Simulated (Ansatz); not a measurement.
**AlGaHCl (triplet): CAM-B3LYP, wB97M-V, B2PLYP, RPA-PBE over vertical spin and charge gaps and displaced geometries, cc-pVDZ**

Aim: run AlGaHCl (triplet) with these functionals over vertical spin and charge gaps and displaced geometries, and hold them against the top wave-function level at the same points.

Program: Ansatz 0.2.0, Gaussian basis. Level of theory: cc-pVDZ, all electrons in the functionals, frozen cores in the correlation of double hybrids and RPA. These are calculated values, not measurements.

To be run: CAM-B3LYP, wB97M-V, B2PLYP, RPA-PBE, at charge 0, triplet; charge 0, singlet; charge 0, quintet; charge 1, doublet; charge 1, quartet; displaced geometry v1; displaced geometry v2 (not every functional at every point).

24 further runs of the same task are left out: 1 for a known fault of the program, 11 that didn't finish, 12 set aside as unsound or not needed.

## (1) The system

The geometry is a PBE0/def2-TZVP stationary point (not a proven minimum). No spin-orbit coupling is included. The filled d shell of Ga may be among the frozen orbitals whatever the setting's name suggests; the logs give the count.

4 atoms, charge 0, spin multiplicity 3.

Atoms are counted from 1 here; the program's logs count them from 0.

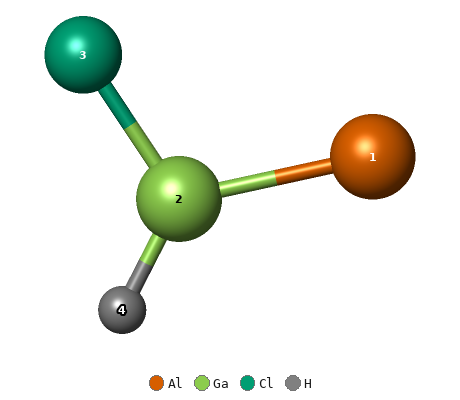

The structure; aluminium orange, gallium green, chlorine teal, hydrogen grey; atoms are numbered from 1 in the order of the file.

No dispersion term is added; wB97M-V holds VV10 nonlocal correlation.

The geometry shown and the zero of energy belong to the point charge 0, triplet. The yardstick, UCCSDT(Q), and other wave-function levels (R restricted, U unrestricted, valence and pair active spaces) come from earlier runs.

## (2) CAM-B3LYP, charge 0, triplet

File in.yaml:

```yaml
crystal:
  periodic: [false, false, false]
  atoms:
    - {symbol: Al, position_ang: [0.000000, -0.731650, 2.134388]}
    - {symbol: Ga, position_ang: [0.000000, 0.600560, 0.041906]}
    - {symbol: Cl, position_ang: [0.000000, -0.685503, -1.702572]}
    - {symbol: H, position_ang: [0.000000, 2.154230, -0.148441]}
basis:
  gaussian: {orbitals: cc-pVDZ}
magnetization: {spin_polarized: true, initial_magnetization: 2}
hamiltonian: {xc: {name: CAM-B3LYP}}
```

Started as:

```sh
$ ansatz run in.yaml --threads 1 --pin off --events-out ev --progress --plain --max-ram 2393MiB
```

The program printed:

```text
Functional definition: CAM-B3LYP
  name "CAM-B3LYP"
  cite "Yanai, Tew & Handy, Chem. Phys. Lett. 393, 51 (2004) doi:10.1016/j.cplett.2004.06.011"
  cite "Iikura, Tsuneda, Yanai & Hirao, J. Chem. Phys. 115, 3540 (2001) doi:10.1063/1.1383587"
  cite "Becke, Phys. Rev. A 38, 3098 (1988) doi:10.1103/PhysRevA.38.3098"
  cite "Lee, Yang & Parr, Phys. Rev. B 37, 785 (1988) doi:10.1103/PhysRevB.37.785"
  cite "Vosko, Wilk & Nusair, Can. J. Phys. 58, 1200 (1980) doi:10.1139/p80-159"
  parameter alpha = 0.19
  parameter beta = 0.46
  parameter omega = 0.33/bohr
  parameter ac = 0.81
  # Exact exchange under (alpha + beta erf(omega r))/r, Becke's under what is left of 1/r.
  exchange = (1 - alpha - beta)*b88_x + beta*b88_x_sr(omega) + alpha*exact_x + beta*exact_x_lr(omega)
  correlation = (1 - ac)*vwn5_c + ac*lyp_c
742 factors; integrals over basis functions are off by at most 8.6e-4 eV
231 factors; integrals over basis functions are off by at most 1.7e-5 eV
mean field evaluation 1: about -71514.8166 eV, gradient 1.1e1 eV
mean field evaluation 2: about -71515.3908 eV, gradient 9.7e0 eV
mean field evaluation 4: about -71516.0204 eV, gradient 5.2e-1 eV
mean field evaluation 8: about -71516.0584 eV, gradient 6.9e-2 eV
mean field evaluation 16: about -71516.0588 eV, gradient 3.6e-4 eV
mean field -71516.05877254 eV, -2628.1666845650 hartree, gradient 2.7e-5 eV, S^2 2.007235; 1 other end points of the search recorded, 0 dependent functions left out
reference -71516.05888034 eV, -2628.1666885269 hartree; 32, 30 occupied and 36, 38 virtual orbitals, 742 factors
Total energy: -71516.05888034 eV, -2628.1666885269 hartree
```

Run time: 6 s. Hardware: 1 thread of Arm Neoverse V2, shared host.

From the report: ⟨S²⟩ of the determinant 2.007 (pure triplet: 2.00).

## (3) CAM-B3LYP, displaced geometry v1

File in.yaml:

```yaml
crystal:
  periodic: [false, false, false]
  atoms:
    - {symbol: Al, position_ang: [-0.011690, -0.734542, 2.154723]}
    - {symbol: Ga, position_ang: [-0.012524, 0.581526, 0.051088]}
    - {symbol: Cl, position_ang: [0.035440, -0.645227, -1.736003]}
    - {symbol: H, position_ang: [-0.067336, 2.131691, -0.152069]}
basis:
  gaussian: {orbitals: cc-pVDZ}
magnetization: {spin_polarized: true, initial_magnetization: 2}
hamiltonian: {xc: {name: CAM-B3LYP}}
```

Same command.

The program printed, shortened:

```text
Functional definition: CAM-B3LYP
  name "CAM-B3LYP"
  cite "Yanai, Tew & Handy, Chem. Phys. Lett. 393, 51 (2004) doi:10.1016/j.cplett.2004.06.011"
  cite "Iikura, Tsuneda, Yanai & Hirao, J. Chem. Phys. 115, 3540 (2001) doi:10.1063/1.1383587"
  cite "Becke, Phys. Rev. A 38, 3098 (1988) doi:10.1103/PhysRevA.38.3098"
  cite "Lee, Yang & Parr, Phys. Rev. B 37, 785 (1988) doi:10.1103/PhysRevB.37.785"
  cite "Vosko, Wilk & Nusair, Can. J. Phys. 58, 1200 (1980) doi:10.1139/p80-159"
[...]
  # Exact exchange under (alpha + beta erf(omega r))/r, Becke's under what is left of 1/r.
[...]
742 factors; integrals over basis functions are off by at most 8.5e-4 eV
230 factors; integrals over basis functions are off by at most 2.1e-5 eV
[...]
mean field -71516.05851576 eV, -2628.1666751286 hartree, gradient 3.2e-5 eV, S^2 2.007241; 2 other end points of the search recorded, 0 dependent functions left out
reference -71516.05862344 eV, -2628.1666790859 hartree; 32, 30 occupied and 36, 38 virtual orbitals, 742 factors
Total energy: -71516.05862344 eV, -2628.1666790859 hartree
```

It took 7.5 s on 1 thread of Arm Neoverse V2, shared host.

From the report: ⟨S²⟩ of the determinant 2.007 (pure triplet: 2.00).

From charge 0, triplet: 0.000 eV.

## (4) wB97M-V, charge 0, triplet

File in.yaml:

```yaml
crystal:
  periodic: [false, false, false]
  atoms:
    - {symbol: Al, position_ang: [0.000000, -0.731650, 2.134388]}
    - {symbol: Ga, position_ang: [0.000000, 0.600560, 0.041906]}
    - {symbol: Cl, position_ang: [0.000000, -0.685503, -1.702572]}
    - {symbol: H, position_ang: [0.000000, 2.154230, -0.148441]}
basis:
  gaussian: {orbitals: cc-pVDZ}
magnetization: {spin_polarized: true, initial_magnetization: 2}
hamiltonian: {xc: {name: wB97M-V}}
output: {orbitals: {seedname: orbitals}}
```

The command is unchanged.

The program printed, shortened:

```text
Functional definition: wB97M-V
  name "wB97M-V"
  cite "Mardirossian & Head-Gordon, J. Chem. Phys. 144, 214110 (2016) doi:10.1063/1.4952647"
  cite "Becke, J. Chem. Phys. 107, 8554 (1997) doi:10.1063/1.475007"
  cite "Vydrov & Van Voorhis, J. Chem. Phys. 133, 244103 (2010) doi:10.1063/1.3521275"
  # Of w^i u^j: cxij and so on, Table III.
[...]
  gx(w, u) = 1 - cx + cx01*u + cx10*w
  gss(w, u) = css00 + css04*u^4 + css10*w + css20*w^2 + css43*w^4*u^3
  gos(w, u) = cos00 + cos10*w + (cos20 + cos21*u)*w^2 + (cos60 + cos61*u)*w^6
[...]
      + integral(e_c_pw_mod_opposite_spin*gos(b97_w_opposite, b97_u_opposite)) + vv10(b, c)
742 factors; integrals over basis functions are off by at most 8.6e-4 eV
207 factors; integrals over basis functions are off by at most 1.4e-5 eV
[...]
mean field -71508.62864818 eV, -2627.8936325314 hartree, gradient 1.2e-5 eV, S^2 2.005338; 1 other end points of the search recorded, 0 dependent functions left out
reference -71508.62868757 eV, -2627.8936339790 hartree; 32, 30 occupied and 36, 38 virtual orbitals, 742 factors
Total energy: -71508.62868757 eV, -2627.8936339790 hartree
```

It took 22 s on 1 thread of Arm Neoverse V2, shared host; peak memory 0.34 GiB.

From the report: ⟨S²⟩ of the determinant 2.005 (pure triplet: 2.00).

## (5) wB97M-V, charge 0, singlet

Edit in.yaml of step 4 so:

```diff
@@ -9,3 +9,3 @@
   gaussian: {orbitals: cc-pVDZ}
-magnetization: {spin_polarized: true, initial_magnetization: 2}
+magnetization: {spin_polarized: true, initial_magnetization: 0}
 hamiltonian: {xc: {name: wB97M-V}}
```

The command is unchanged.

The program printed, shortened:

```text
Functional definition: wB97M-V
  name "wB97M-V"
  cite "Mardirossian & Head-Gordon, J. Chem. Phys. 144, 214110 (2016) doi:10.1063/1.4952647"
  cite "Becke, J. Chem. Phys. 107, 8554 (1997) doi:10.1063/1.475007"
  cite "Vydrov & Van Voorhis, J. Chem. Phys. 133, 244103 (2010) doi:10.1063/1.3521275"
  # Of w^i u^j: cxij and so on, Table III.
[...]
  gx(w, u) = 1 - cx + cx01*u + cx10*w
  gss(w, u) = css00 + css04*u^4 + css10*w + css20*w^2 + css43*w^4*u^3
  gos(w, u) = cos00 + cos10*w + (cos20 + cos21*u)*w^2 + (cos60 + cos61*u)*w^6
[...]
      + integral(e_c_pw_mod_opposite_spin*gos(b97_w_opposite, b97_u_opposite)) + vv10(b, c)
742 factors; integrals over basis functions are off by at most 8.6e-4 eV
207 factors; integrals over basis functions are off by at most 1.4e-5 eV
[...]
mean field -71509.44694594 eV, -2627.9237044192 hartree, gradient 2.8e-5 eV, S^2 0.000000; 3 other end points of the search recorded, 0 dependent functions left out
reference -71509.44698780 eV, -2627.9237059575 hartree; 31, 31 occupied and 37, 37 virtual orbitals, 742 factors
Total energy: -71509.44698780 eV, -2627.9237059575 hartree
```

It took 23 s on 1 thread of Arm Neoverse V2, shared host; peak memory 0.34 GiB.

From the report: ⟨S²⟩ of the determinant 0.000 (pure singlet: 0.00).

From charge 0, triplet: -0.818 eV.

## (6) wB97M-V, charge 0, quintet

Edit in.yaml of step 5 so:

```diff
@@ -9,4 +9,4 @@
   gaussian: {orbitals: cc-pVDZ}
-magnetization: {spin_polarized: true, initial_magnetization: 0}
+magnetization: {spin_polarized: true, initial_magnetization: 4}
 hamiltonian: {xc: {name: wB97M-V}}
-output: {orbitals: {seedname: orbitals}}
+output: {forces: true, orbitals: {seedname: orbitals}}
```

The command is unchanged.

The program printed, shortened:

```text
Functional definition: wB97M-V
  name "wB97M-V"
  cite "Mardirossian & Head-Gordon, J. Chem. Phys. 144, 214110 (2016) doi:10.1063/1.4952647"
  cite "Becke, J. Chem. Phys. 107, 8554 (1997) doi:10.1063/1.475007"
  cite "Vydrov & Van Voorhis, J. Chem. Phys. 133, 244103 (2010) doi:10.1063/1.3521275"
  # Of w^i u^j: cxij and so on, Table III.
[...]
  gx(w, u) = 1 - cx + cx01*u + cx10*w
  gss(w, u) = css00 + css04*u^4 + css10*w + css20*w^2 + css43*w^4*u^3
  gos(w, u) = cos00 + cos10*w + (cos20 + cos21*u)*w^2 + (cos60 + cos61*u)*w^6
[...]
      + integral(e_c_pw_mod_opposite_spin*gos(b97_w_opposite, b97_u_opposite)) + vv10(b, c)
742 factors; integrals over basis functions are off by at most 8.6e-4 eV
207 factors; integrals over basis functions are off by at most 1.4e-5 eV
[...]
mean field -71504.40784476 eV, -2627.7385208663 hartree, gradient 4.9e-5 eV, S^2 6.003553; 0 other end points of the search recorded, 0 dependent functions left out
[...]
reference -71504.40788350 eV, -2627.7385222903 hartree; 33, 29 occupied and 35, 39 virtual orbitals, 742 factors
Total energy: -71504.40788350 eV, -2627.7385222903 hartree
Atom 0 at     0.000000    -0.731650     2.134388 Å, force    -0.000000    -0.070027     0.242476 eV/Å
Atom 1 at     0.000000     0.600560     0.041906 Å, force     0.000000    -0.027190    -0.147975 eV/Å
Atom 2 at     0.000000    -0.685503    -1.702572 Å, force     0.000000    -0.080977    -0.151663 eV/Å
Atom 3 at     0.000000     2.154230    -0.148441 Å, force    -0.000000     0.178194     0.057163 eV/Å
Dipole moment:     0.000000     0.215351     0.178500 e Å
```

It took 22 s on 1 thread of Arm Neoverse V2, shared host; peak memory 0.34 GiB.

From the report: ⟨S²⟩ of the determinant 6.004 (pure quintet: 6.00).

From charge 0, triplet: +4.221 eV.

## (7) wB97M-V, charge 1, doublet

Edit in.yaml of step 6 so:

```diff
@@ -9,3 +9,4 @@
   gaussian: {orbitals: cc-pVDZ}
-magnetization: {spin_polarized: true, initial_magnetization: 4}
+total_charge: 1
+magnetization: {spin_polarized: true, initial_magnetization: 1}
 hamiltonian: {xc: {name: wB97M-V}}
```

Same command.

The program printed, shortened:

```text
Functional definition: wB97M-V
  name "wB97M-V"
  cite "Mardirossian & Head-Gordon, J. Chem. Phys. 144, 214110 (2016) doi:10.1063/1.4952647"
  cite "Becke, J. Chem. Phys. 107, 8554 (1997) doi:10.1063/1.475007"
  cite "Vydrov & Van Voorhis, J. Chem. Phys. 133, 244103 (2010) doi:10.1063/1.3521275"
  # Of w^i u^j: cxij and so on, Table III.
[...]
  gx(w, u) = 1 - cx + cx01*u + cx10*w
  gss(w, u) = css00 + css04*u^4 + css10*w + css20*w^2 + css43*w^4*u^3
  gos(w, u) = cos00 + cos10*w + (cos20 + cos21*u)*w^2 + (cos60 + cos61*u)*w^6
[...]
      + integral(e_c_pw_mod_opposite_spin*gos(b97_w_opposite, b97_u_opposite)) + vv10(b, c)
742 factors; integrals over basis functions are off by at most 8.6e-4 eV
207 factors; integrals over basis functions are off by at most 1.4e-5 eV
[...]
mean field -71502.07411305 eV, -2627.6527578079 hartree, gradient 4.8e-5 eV, S^2 0.757075; 0 other end points of the search recorded, 0 dependent functions left out
[...]
reference -71502.07415644 eV, -2627.6527594026 hartree; 31, 30 occupied and 37, 38 virtual orbitals, 742 factors
Total energy: -71502.07415644 eV, -2627.6527594026 hartree
Atom 0 at     0.000000    -0.731650     2.134388 Å, force    -0.000000    -0.886485     1.182427 eV/Å
Atom 1 at     0.000000     0.600560     0.041906 Å, force     0.000000     0.821358    -2.145880 eV/Å
Atom 2 at     0.000000    -0.685503    -1.702572 Å, force     0.000000     0.216407     0.748427 eV/Å
Atom 3 at     0.000000     2.154230    -0.148441 Å, force    -0.000000    -0.151280     0.215026 eV/Å
Dipole moment:     0.000000    -0.200831     1.759471 e Å
```

It took 21 s on 1 thread of Arm Neoverse V2, shared host; peak memory 0.34 GiB.

From the report: ⟨S²⟩ of the determinant 0.757 (pure doublet: 0.75).

From charge 0, triplet: +6.555 eV.

## (8) wB97M-V, charge 1, quartet

Edit in.yaml of step 7 so:

```diff
@@ -10,4 +10,4 @@
 total_charge: 1
-magnetization: {spin_polarized: true, initial_magnetization: 1}
+magnetization: {spin_polarized: true, initial_magnetization: 3}
 hamiltonian: {xc: {name: wB97M-V}}
-output: {forces: true, orbitals: {seedname: orbitals}}
+output: {orbitals: {seedname: orbitals}}
```

Launched as before.

The program printed, shortened:

```text
Functional definition: wB97M-V
  name "wB97M-V"
  cite "Mardirossian & Head-Gordon, J. Chem. Phys. 144, 214110 (2016) doi:10.1063/1.4952647"
  cite "Becke, J. Chem. Phys. 107, 8554 (1997) doi:10.1063/1.475007"
  cite "Vydrov & Van Voorhis, J. Chem. Phys. 133, 244103 (2010) doi:10.1063/1.3521275"
  # Of w^i u^j: cxij and so on, Table III.
[...]
  gx(w, u) = 1 - cx + cx01*u + cx10*w
  gss(w, u) = css00 + css04*u^4 + css10*w + css20*w^2 + css43*w^4*u^3
  gos(w, u) = cos00 + cos10*w + (cos20 + cos21*u)*w^2 + (cos60 + cos61*u)*w^6
[...]
      + integral(e_c_pw_mod_opposite_spin*gos(b97_w_opposite, b97_u_opposite)) + vv10(b, c)
742 factors; integrals over basis functions are off by at most 8.6e-4 eV
207 factors; integrals over basis functions are off by at most 1.4e-5 eV
[...]
mean field -71498.13155346 eV, -2627.5078714156 hartree, gradient 2.4e-5 eV, S^2 3.759159; 4 other end points of the search recorded, 0 dependent functions left out
reference -71498.13159423 eV, -2627.5078729139 hartree; 32, 29 occupied and 36, 39 virtual orbitals, 742 factors
Total energy: -71498.13159423 eV, -2627.5078729139 hartree
```

Wall time 31 s (1 thread of Arm Neoverse V2, shared host); peak memory 0.34 GiB.

From the report: ⟨S²⟩ of the determinant 3.759 (pure quartet: 3.75).

From charge 0, triplet: +10.497 eV.

## (9) wB97M-V, displaced geometry v1

File in.yaml:

```yaml
crystal:
  periodic: [false, false, false]
  atoms:
    - {symbol: Al, position_ang: [-0.011690, -0.734542, 2.154723]}
    - {symbol: Ga, position_ang: [-0.012524, 0.581526, 0.051088]}
    - {symbol: Cl, position_ang: [0.035440, -0.645227, -1.736003]}
    - {symbol: H, position_ang: [-0.067336, 2.131691, -0.152069]}
basis:
  gaussian: {orbitals: cc-pVDZ}
magnetization: {spin_polarized: true, initial_magnetization: 2}
hamiltonian: {xc: {name: wB97M-V}}
output: {forces: true, orbitals: {seedname: orbitals}}
```

Same command.

The program printed, shortened:

```text
Functional definition: wB97M-V
  name "wB97M-V"
  cite "Mardirossian & Head-Gordon, J. Chem. Phys. 144, 214110 (2016) doi:10.1063/1.4952647"
  cite "Becke, J. Chem. Phys. 107, 8554 (1997) doi:10.1063/1.475007"
  cite "Vydrov & Van Voorhis, J. Chem. Phys. 133, 244103 (2010) doi:10.1063/1.3521275"
  # Of w^i u^j: cxij and so on, Table III.
[...]
  gx(w, u) = 1 - cx + cx01*u + cx10*w
  gss(w, u) = css00 + css04*u^4 + css10*w + css20*w^2 + css43*w^4*u^3
  gos(w, u) = cos00 + cos10*w + (cos20 + cos21*u)*w^2 + (cos60 + cos61*u)*w^6
[...]
      + integral(e_c_pw_mod_opposite_spin*gos(b97_w_opposite, b97_u_opposite)) + vv10(b, c)
742 factors; integrals over basis functions are off by at most 8.5e-4 eV
206 factors; integrals over basis functions are off by at most 1.6e-5 eV
[...]
mean field -71508.62601276 eV, -2627.8935356813 hartree, gradient 1.7e-6 eV, S^2 2.005367; 2 other end points of the search recorded, 0 dependent functions left out
[...]
reference -71508.62605219 eV, -2627.8935371303 hartree; 32, 30 occupied and 36, 38 virtual orbitals, 742 factors
Total energy: -71508.62605219 eV, -2627.8935371303 hartree
Atom 0 at    -0.011690    -0.734542     2.154723 Å, force     0.005927    -0.006675    -0.016524 eV/Å
Atom 1 at    -0.012524     0.581526     0.051088 Å, force    -0.027889     0.213004     0.124229 eV/Å
Atom 2 at     0.035440    -0.645227    -1.736003 Å, force     0.012139    -0.182597    -0.166484 eV/Å
Atom 3 at    -0.067336     2.131691    -0.152069 Å, force     0.009824    -0.023732     0.058778 eV/Å
Dipole moment:    -0.007522     0.021048     0.687526 e Å
```

Run time: 35 s. Hardware: 1 thread of Arm Neoverse V2, shared host; peak memory 0.34 GiB.

From the report: ⟨S²⟩ of the determinant 2.005 (pure triplet: 2.00).

From charge 0, triplet: +0.003 eV.

## (10) wB97M-V, displaced geometry v2

File in.yaml:

```yaml
crystal:
  periodic: [false, false, false]
  atoms:
    - {symbol: Al, position_ang: [0.109860, -0.729031, 2.127245]}
    - {symbol: Ga, position_ang: [-0.055014, 0.611553, 0.046357]}
    - {symbol: Cl, position_ang: [0.021606, -0.706934, -1.706301]}
    - {symbol: H, position_ang: [0.104715, 2.077529, -0.133956]}
basis:
  gaussian: {orbitals: cc-pVDZ}
magnetization: {spin_polarized: true, initial_magnetization: 2}
hamiltonian: {xc: {name: wB97M-V}}
output: {forces: true, orbitals: {seedname: orbitals}}
```

Same command.

The program printed, shortened:

```text
Functional definition: wB97M-V
  name "wB97M-V"
  cite "Mardirossian & Head-Gordon, J. Chem. Phys. 144, 214110 (2016) doi:10.1063/1.4952647"
  cite "Becke, J. Chem. Phys. 107, 8554 (1997) doi:10.1063/1.475007"
  cite "Vydrov & Van Voorhis, J. Chem. Phys. 133, 244103 (2010) doi:10.1063/1.3521275"
  # Of w^i u^j: cxij and so on, Table III.
[...]
  gx(w, u) = 1 - cx + cx01*u + cx10*w
  gss(w, u) = css00 + css04*u^4 + css10*w + css20*w^2 + css43*w^4*u^3
  gos(w, u) = cos00 + cos10*w + (cos20 + cos21*u)*w^2 + (cos60 + cos61*u)*w^6
[...]
      + integral(e_c_pw_mod_opposite_spin*gos(b97_w_opposite, b97_u_opposite)) + vv10(b, c)
742 factors; integrals over basis functions are off by at most 8.8e-4 eV
206 factors; integrals over basis functions are off by at most 1.0e-5 eV
[...]
mean field -71508.56820667 eV, -2627.8914113467 hartree, gradient 4.1e-6 eV, S^2 2.005085; 2 other end points of the search recorded, 0 dependent functions left out
[...]
reference -71508.56824599 eV, -2627.8914127916 hartree; 32, 30 occupied and 36, 38 virtual orbitals, 742 factors
Total energy: -71508.56824599 eV, -2627.8914127916 hartree
Atom 0 at     0.109860    -0.729031     2.127245 Å, force    -0.068590    -0.024167    -0.004450 eV/Å
Atom 1 at    -0.055014     0.611553     0.046357 Å, force     0.128654    -1.270650     0.092234 eV/Å
Atom 2 at     0.021606    -0.706934    -1.706301 Å, force    -0.069924     0.050983     0.086623 eV/Å
Atom 3 at     0.104715     2.077529    -0.133956 Å, force     0.009860     1.243834    -0.174408 eV/Å
Dipole moment:    -0.004751     0.076650     0.688421 e Å
```

Run time: 38 s. Hardware: 1 thread of Arm Neoverse V2, shared host; peak memory 0.34 GiB.

From the report: ⟨S²⟩ of the determinant 2.005 (pure triplet: 2.00).

From charge 0, triplet: +0.060 eV.

## (11) B2PLYP, charge 0, triplet

File in.yaml:

```yaml
crystal:
  periodic: [false, false, false]
  atoms:
    - {symbol: Al, position_ang: [0.000000, -0.731650, 2.134388]}
    - {symbol: Ga, position_ang: [0.000000, 0.600560, 0.041906]}
    - {symbol: Cl, position_ang: [0.000000, -0.685503, -1.702572]}
    - {symbol: H, position_ang: [0.000000, 2.154230, -0.148441]}
basis:
  gaussian: {orbitals: cc-pVDZ}
magnetization: {spin_polarized: true, initial_magnetization: 2}
hamiltonian: {xc: {name: B2PLYP}}
correlation: {electrons: outside_noble_gas}
```

Same command.

The program printed, shortened:

```text
Functional definition: B2PLYP
  name "B2PLYP"
  cite "Grimme, J. Chem. Phys. 124, 034108 (2006) doi:10.1063/1.2148954"
  cite "Becke, Phys. Rev. A 38, 3098 (1988) doi:10.1103/PhysRevA.38.3098"
  cite "Lee, Yang & Parr, Phys. Rev. B 37, 785 (1988) doi:10.1103/PhysRevB.37.785"
[...]
742 factors; integrals over basis functions are off by at most 8.6e-4 eV
[...]
mean field -71491.88515562 eV, -2627.2783205288 hartree, gradient 3.4e-6 eV, S^2 2.009099; 2 other end points of the search recorded, 0 dependent functions left out
24 core orbitals not correlated: weight in the atoms' cores, before any rotation towards them, 0.966 or more for the frozen orbitals, at most 0.037 for the correlated occupied ones
reference -71491.88529615 eV, -2627.2783256931 hartree; 8, 6 occupied and 36, 38 virtual orbitals, 742 factors
second order -7.68333992 eV of doubles, -0.00000000 eV of singles
Total energy: -71493.95979793 eV, -2627.3545622273 hartree
```

It took 5.5 s on 1 thread of Arm Neoverse V2, shared host.

From the report: ⟨S²⟩ of the determinant 2.009 (pure triplet: 2.00).

(Part 1 of 2 ends here.)
